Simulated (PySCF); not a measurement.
# C₄H₂F₃O₂−: excited states, first hyperpolarisability

Wanted: excited states, first hyperpolarisability for C₄H₂F₃O₂− (`O=C/C(=C\[O-])C(F)(F)F`).

Programs: PySCF 2.14.0, with routines of our own; each step states its level. All values are computed. Atoms count from 0.

### Step 1. The system as given

11 atoms, charge -1, multiplicity 1; geometry from: GFN2-xTB.

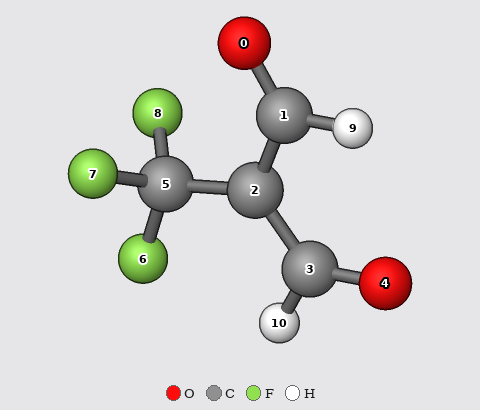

The starting geometry (oxygen red, carbon grey, fluorine green, hydrogen white).

### Step 2. Optimising the geometry at PBE0-D3(BJ)/def2-SVP

The job: settings as JSON, then the geometry in Å.

```
{"job": {"xc": "PBE0", "basis": "def2-SVP", "d3": "d3bj", "grid": 2, "kind": "geom"}, "charge": -1, "multiplicity": 1}
O     -1.114748    -2.079663     0.449879
C     -1.206645    -0.861866     0.339524
C     -0.188379     0.072006     0.028854
C     -0.464179     1.451142    -0.060191
O     -1.547915     2.006363     0.106694
C      1.178673    -0.432751    -0.200878
F      2.092706     0.529959    -0.497025
F      1.728779    -1.085935     0.859435
F      1.292832    -1.314611    -1.231478
H     -2.185939    -0.362339     0.489978
H      0.420238     2.080365    -0.310757
```

Started as:

```bash
$ OMP_NUM_THREADS=1 python excited_run.py task.json out
```

The driver reads the jobs from task.json and runs them one after another.

The log of the run:

```text
step   0  E = -602.59956347  max force = 0.016614
step   1  E = -602.59822264  max force = 0.008409
step   2  E = -602.59924679  max force = 0.009215
step   3  E = -602.59988932  max force = 0.008318
step   4  E = -602.59992669  max force = 0.009508
step   5  E = -602.60027668  max force = 0.004008
step   6  E = -602.60035863  max force = 0.005369
step   7  E = -602.60039502  max force = 0.003132
step   8  E = -602.60051346  max force = 0.000961
step   9  E = -602.60052219  max force = 0.000430
optimisation converged
```

Run time: 65 s. Hardware: 1 thread of Arm Neoverse V2, shared host; peak memory 0.75 GiB.

Relaxation path: (the energy doesn't fall at every step)

```csv
step,energy from step 0 (eV),largest force component (eV/Å)
0,0.0000,0.8543
1,0.0365,0.4324
2,0.0086,0.4739
3,-0.0089,0.4277
4,-0.0099,0.4889
5,-0.0194,0.2061
6,-0.0216,0.2761
7,-0.0226,0.1611
8,-0.0259,0.0494
9,-0.0261,0.0221
```

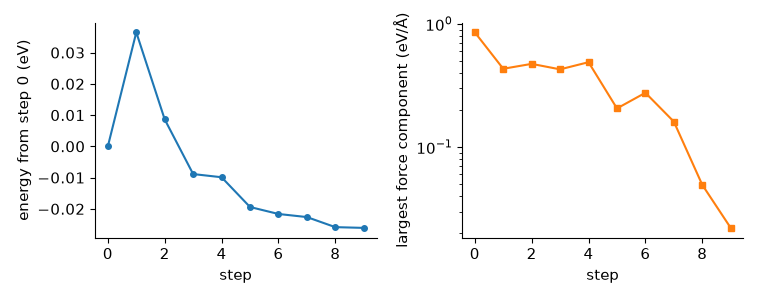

Energy and force, step by step.

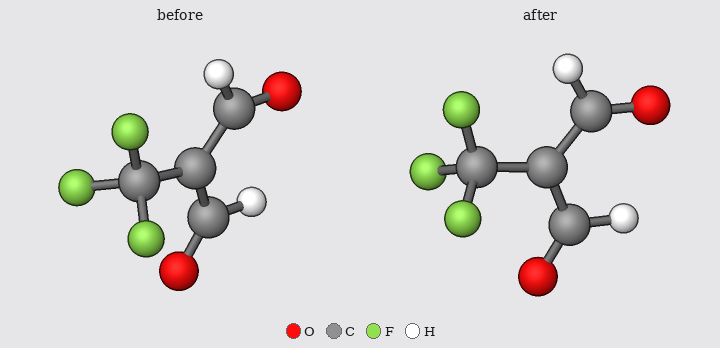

Before and after, at one scale.

Distances of close pairs at the start and the end, largest changes first:

```csv
bond,before (Å),after (Å),change (Å)
C2–C3,1.409,1.426,+0.017
C1–H9,1.110,1.122,+0.012
C1–C2,1.416,1.428,+0.012
C3–H10,1.114,1.124,+0.010
C5–F7,1.361,1.355,-0.007
C5–F8,1.361,1.355,-0.006
O0–C1,1.226,1.229,+0.003
C3–O4,1.229,1.232,+0.003
```

The final coordinates are the input of the step that follows.

```csv
at the end point,value
point group (found at 0.08 Å tolerance),Cs
"rotational constants (GHz, main isotopes)","2.086, 1.479, 1.017"
```

### Step 3. Excited states: TDA wB97X-D/def2-TZVP

The job: settings as JSON, then the geometry in Å.

```
{"job": {"kind": "states", "xc": "wB97X-D", "basis": "def2-TZVP", "tda": true, "soc": true, "nstates": 6, "ntriplets": 5, "nquad": 4}, "charge": -1, "multiplicity": 1}
O     -1.119562    -2.132709     0.102208
C     -1.203281    -0.924210    -0.104703
C     -0.166668     0.056859    -0.057460
C     -0.467093     1.426018    -0.322087
O     -1.561268     1.912028    -0.611574
C      1.200748    -0.375490     0.279094
F      2.093314     0.647938     0.287252
F      1.318881    -0.952113     1.499131
F      1.719909    -1.288682    -0.577120
H     -2.191096    -0.462437    -0.368492
H      0.422566     2.108805    -0.248193
```

Level: TDA wB97X-D/def2-TZVP excited states, vertical, gas phase, spin-orbit mean-field couplings.

The log of the run:

```text
coarse grid: 11016 points
cycle   1  E = -603.3130871094  dE =  1.736e+00  |g| = 1.522e+00  |ddm| = 3.030e+00
cycle   2  E = -602.8119710003  dE =  5.011e-01  |g| = 2.336e+00  |ddm| = 4.299e+00
cycle   3  E = -603.7242936264  dE = -9.123e-01  |g| = 2.093e-01  |ddm| = 3.082e+00
cycle   4  E = -603.7316892171  dE = -7.396e-03  |g| = 9.307e-02  |ddm| = 1.947e-01
cycle   5  E = -603.7330863977  dE = -1.397e-03  |g| = 2.000e-02  |ddm| = 9.166e-02
cycle   6  E = -603.7331623895  dE = -7.599e-05  |g| = 7.153e-03  |ddm| = 2.292e-02
cycle   7  E = -603.7331739207  dE = -1.153e-05  |g| = 2.085e-03  |ddm| = 1.422e-02
cycle   8  E = -603.7331748817  dE = -9.610e-07  |g| = 1.209e-03  |ddm| = 5.482e-03
final grid: 112808 points
cycle   9  E = -603.7362571801  dE = -1.798e-04  |g| = 1.301e-02  |ddm| = 8.058e-02
cycle  10  E = -603.7362561187  dE =  1.061e-06  |g| = 1.338e-02  |ddm| = 1.561e-02
cycle  11  E = -603.7362786435  dE = -2.252e-05  |g| = 1.137e-03  |ddm| = 7.612e-03
cycle  12  E = -603.7362788369  dE = -1.934e-07  |g| = 5.961e-04  |ddm| = 1.556e-03
cycle  13  E = -603.7362788976  dE = -6.072e-08  |g| = 2.199e-04  |ddm| = 9.564e-04
cycle  14  E = -603.7362789066  dE = -8.999e-09  |g| = 3.006e-05  |ddm| = 2.357e-04
cycle  15  E = -603.7362789072  dE = -5.548e-10  |g| = 1.301e-05  |ddm| = 1.482e-04
converged SCF energy = -603.7362789072

Singlet excitations
state   eV       nm        f     d(h-e)  d(exc)  Lambda  PR(NTO)  |dmu|/D   mu/D   main configurations
  1   4.2459   292.0   0.00075   0.293   2.528   0.517   1.108    0.601    3.779   H-1->L 0.94
  2   5.0328   246.4   0.00001   0.366   2.327   0.483   1.345    0.814    3.429   H-2->L 0.84, H-1->L+1 0.15
  3   5.5602   223.0   0.42230   0.422   2.598   0.641   1.148    1.018    5.010   H->L 0.92
  4   7.3523   168.6   0.00004   0.575   3.289   0.452   1.370    1.442    2.706   H-1->L+1 0.82, H-2->L 0.15
  5   7.4530   166.4   0.00109   0.574   3.189   0.270   1.011                     H->L+2 0.69, H->L+3 0.26
  6   7.5103   165.1   0.11742   0.344   2.730   0.657   1.543                     H->L+1 0.77, H-1->L+3 0.12

Triplet excitations (Tamm-Dancoff)
state   eV     d(h-e)  d(exc)  Lambda  PR(NTO)   main configurations
  1   3.5772   0.328   2.553   0.655   1.023   H->L 0.98
  2   3.8307   0.347   2.472   0.515   1.137   H-1->L 0.92
  3   4.6018   0.400   2.273   0.481   1.404   H-2->L 0.80, H-1->L+1 0.17
  4   5.6500   0.164   2.363   0.738   1.277   H->L+1 0.86, H-3->L 0.12
  5   7.0257   0.238   2.442   0.811   1.486   H-3->L 0.74, H->L+1 0.11, H-5->L+1 0.09
S1 - T1 = 0.6687 eV

Spin-orbit couplings |<S|Hso|T>| (cm-1)
             T1       T2       T3       T4       T5
S0        0.586   35.553   61.439    2.208    2.374
S1       31.749    0.301    4.755   11.732   19.880
S2       20.401    5.000    0.425   23.506   29.453
S3        0.298   31.920   20.524    0.180    1.351
S4        7.190    6.600    0.611   22.725   10.709
S5        0.344    0.596    0.748    3.829    1.780
S6        0.749    3.206   12.821    0.411    0.566
T1 sublevels (cm-1): 0.000 0.012 0.309   radiative rates (1/s): 0.629 0.0376 16.2
```

Wall time 58 s (1 thread of Arm Neoverse V2, shared host); peak memory 1.1 GiB.

In short:

```csv
quantity,value
S1 less T1,0.67 eV
```

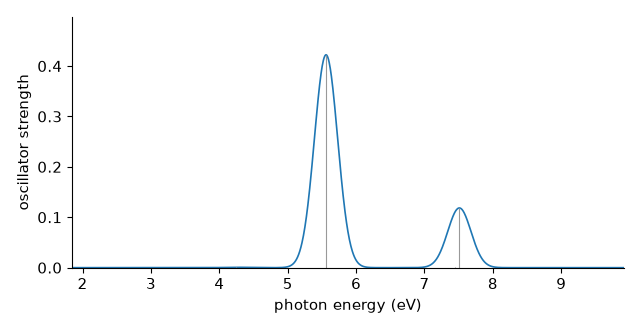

Absorption lines of the singlets. Lines are broadened to a width of 0.40 eV (Gaussian).

Orbitals, density, ELF and potential are computed afterwards from the orbital file.

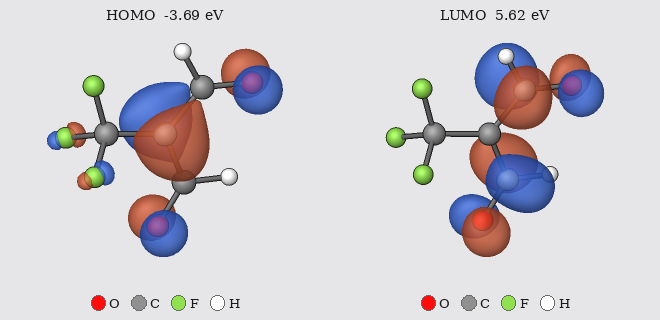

Frontier orbitals at wB97X-D/def2-TZVP; each surface holds 70 % of the orbital's density, blue and red mark the sign.

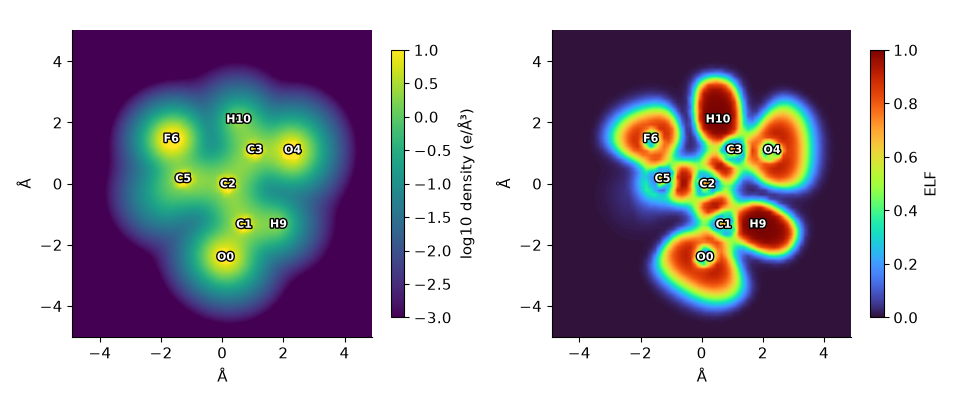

Density (left) and ELF (right) in a plane through or near 9 of the atoms.

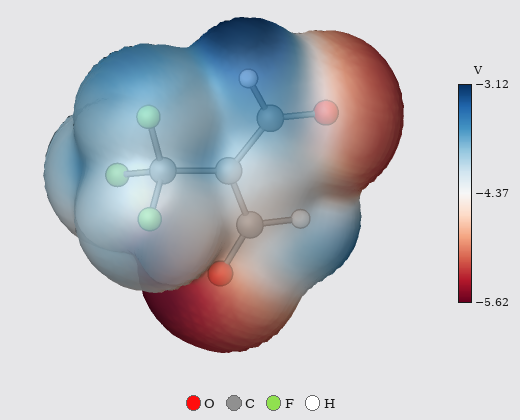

The potential that a unit positive charge feels on the 0.002 e/bohr³ surface, from -5.62 V near O0 to -3.12 V near H10.

### Step 4. Excited states: TDDFT CAM-B3LYP/aug-cc-pVDZ

The job, as its differences from that of step 3:

```diff
@@ -1,2 +1,2 @@
-{"job": {"kind": "states", "xc": "wB97X-D", "basis": "def2-TZVP", "tda": true, "soc": true, "nstates": 6, "ntriplets": 5, "nquad": 4}, "charge": -1, "multiplicity": 1}
+{"job": {"kind": "states", "xc": "CAM-B3LYP", "basis": "aug-cc-pVDZ", "tpa": true, "nstates": 8, "nquad": 6, "ntriplets": 0}, "charge": -1, "multiplicity": 1}
 O     -1.119562    -2.132709     0.102208
```

Level: TDDFT CAM-B3LYP/aug-cc-pVDZ excited states, vertical, gas phase, two-photon moments by quadratic response.

The log of the run:

```text
coarse grid: 11016 points
cycle   1  E = -603.1716357521  dE =  1.731e+00  |g| = 1.409e+00  |ddm| = 1.050e+01
cycle   2  E = -602.5215289640  dE =  6.501e-01  |g| = 2.382e+00  |ddm| = 7.931e+00
cycle   3  E = -603.5463888710  dE = -1.025e+00  |g| = 2.324e-01  |ddm| = 5.218e+00
cycle   4  E = -603.5560650111  dE = -9.676e-03  |g| = 9.441e-02  |ddm| = 6.234e-01
cycle   5  E = -603.5576235549  dE = -1.559e-03  |g| = 1.985e-02  |ddm| = 1.679e-01
cycle   6  E = -603.5576986872  dE = -7.513e-05  |g| = 6.592e-03  |ddm| = 5.462e-02
cycle   7  E = -603.5577079597  dE = -9.272e-06  |g| = 2.647e-03  |ddm| = 2.258e-02
final grid: 112808 points
cycle   8  E = -603.5640555199  dE = -2.233e-05  |g| = 5.467e-03  |ddm| = 1.615e-01
cycle   9  E = -603.5640495332  dE =  5.987e-06  |g| = 8.101e-03  |ddm| = 2.260e-02
cycle  10  E = -603.5640609322  dE = -1.140e-05  |g| = 7.197e-04  |ddm| = 1.253e-02
cycle  11  E = -603.5640610159  dE = -8.371e-08  |g| = 2.683e-04  |ddm| = 1.456e-03
cycle  12  E = -603.5640610306  dE = -1.472e-08  |g| = 4.949e-05  |ddm| = 8.476e-04
cycle  13  E = -603.5640610313  dE = -6.821e-10  |g| = 1.826e-05  |ddm| = 2.511e-04
converged SCF energy = -603.5640610313

Singlet excitations
state   eV       nm        f     d(h-e)  d(exc)  Lambda  PR(NTO)  |dmu|/D   mu/D   delta(TPA)   sigma/GM   main configurations
  1   4.1405   299.4   0.00092   0.314   2.612   0.425   1.107    0.717    3.786        0.78      0.005   H-1->L+3 0.78, H-1->L+4 0.12
  2   4.6867   264.5   0.00235   2.313   5.031   0.113   1.007   10.109    8.701       33.86      0.272   H->L 0.84, H->L+1 0.11
  3   4.9327   251.4   0.00013   0.356   2.425   0.402   1.377    0.763    3.376        1.81      0.016   H-2->L+3 0.69, H-1->L+14 0.10, H-2->L+4 0.10
  4   4.9365   251.2   0.11817   0.560   3.781   0.323   2.171    3.044    6.263       50.12      0.447   H->L+3 0.42, H-1->L 0.24, H-1->L+1 0.20
  5   4.9845   248.7   0.00046   1.664   5.099   0.119   1.008    7.793   11.681        8.92      0.081   H->L+1 0.84, H->L 0.11
  6   5.0713   244.5   0.12110   1.485   4.071   0.296   2.030    6.897    6.175      191.30      1.802   H-1->L 0.42, H->L+3 0.38
  7   5.2335   236.9   0.06768   1.060   4.510   0.164   1.375                                            H-1->L+1 0.66, H-1->L 0.10
  8   5.6174   220.7   0.00344   2.149   5.158   0.116   1.011                                            H->L+2 0.90
```

It took 46 s on 1 thread of Arm Neoverse V2, shared host; peak memory 0.95 GiB.

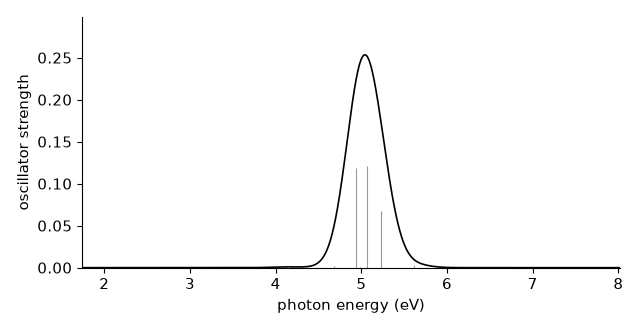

Absorption lines of the singlets. Lines are broadened to a width of 0.40 eV (Gaussian).

### Step 5. First hyperpolarisability: quadratic response CAM-B3LYP/aug-cc-pVDZ

The job, as its differences from that of step 4:

```diff
@@ -1,2 +1,2 @@
-{"job": {"kind": "states", "xc": "CAM-B3LYP", "basis": "aug-cc-pVDZ", "tpa": true, "nstates": 8, "nquad": 6, "ntriplets": 0}, "charge": -1, "multiplicity": 1}
+{"job": {"kind": "beta", "xc": "CAM-B3LYP", "basis": "aug-cc-pVDZ"}, "charge": -1, "multiplicity": 1}
 O     -1.119562    -2.132709     0.102208
```

Method: quadratic response CAM-B3LYP/aug-cc-pVDZ first hyperpolarisability, Taylor convention, gas phase.

The log of the run:

```text
coarse grid: 11016 points
cycle   1  E = -603.1716357521  dE =  1.731e+00  |g| = 1.409e+00  |ddm| = 1.050e+01
cycle   2  E = -602.5215289640  dE =  6.501e-01  |g| = 2.382e+00  |ddm| = 7.931e+00
cycle   3  E = -603.5463888710  dE = -1.025e+00  |g| = 2.324e-01  |ddm| = 5.218e+00
cycle   4  E = -603.5560650111  dE = -9.676e-03  |g| = 9.441e-02  |ddm| = 6.234e-01
cycle   5  E = -603.5576235549  dE = -1.559e-03  |g| = 1.985e-02  |ddm| = 1.679e-01
cycle   6  E = -603.5576986872  dE = -7.513e-05  |g| = 6.592e-03  |ddm| = 5.462e-02
cycle   7  E = -603.5577079597  dE = -9.272e-06  |g| = 2.647e-03  |ddm| = 2.258e-02
final grid: 112808 points
cycle   8  E = -603.5640555199  dE = -2.233e-05  |g| = 5.467e-03  |ddm| = 1.615e-01
cycle   9  E = -603.5640495332  dE =  5.987e-06  |g| = 8.101e-03  |ddm| = 2.260e-02
cycle  10  E = -603.5640609322  dE = -1.140e-05  |g| = 7.197e-04  |ddm| = 1.253e-02
cycle  11  E = -603.5640610159  dE = -8.371e-08  |g| = 2.683e-04  |ddm| = 1.456e-03
cycle  12  E = -603.5640610306  dE = -1.472e-08  |g| = 4.949e-05  |ddm| = 8.476e-04
cycle  13  E = -603.5640610313  dE = -6.821e-10  |g| = 1.826e-05  |ddm| = 2.511e-04
converged SCF energy = -603.5640610313

Lowest singlets (eV, f): 4.1405 0.0009  4.6867 0.0024  4.9327 0.0001

First hyperpolarisability (au)
process     nm      |vector|   parallel      HRS      DR
static         -      187.60       9.82     104.76    2.68
shg       1907.0      199.92       9.69     111.83    2.68
eope      1907.0      191.54       9.78          -       -
shg       1064.0      233.91       9.16     131.28    2.67
eope      1064.0      200.85       9.68          -       -
```

Wall time 41 s (1 thread of Arm Neoverse V2, shared host); peak memory 0.93 GiB.

### Step 6. Summary of results

| quantity | value |
| --- | --- |
| point group | Cs |
| rotational constants (main isotopes) | 2.09, 1.48, 1.02 GHz |
| S1 less T1 (step 3, TDA wB97X-D/def2-TZVP) | 0.67 eV |
| β vector (step 5, quadratic response CAM-B3LYP/aug-cc-pVDZ) | static 188, SHG 1907.0 nm 200, SHG 1064.0 nm 234 au |

In words: Relaxing lowered the energy by 0.026 eV in 9 steps; the close pair that moved most is C2–C3, from 1.409 to 1.426 Å. For an anion in the gas phase, states above the energy of detachment are held by the basis alone, so excitations and responses hang on it. In step 3, the number of triplets below S1 is 2, and the largest singlet-triplet spin-orbit coupling is S0–T3, 61.44 cm⁻¹. In step 4 some excited states are degenerate or nearly so. β grows from 188 au (static) to 234 au for doubling at 1064.0 nm: normal dispersion, which grows as twice the photon energy moves toward the bright states.
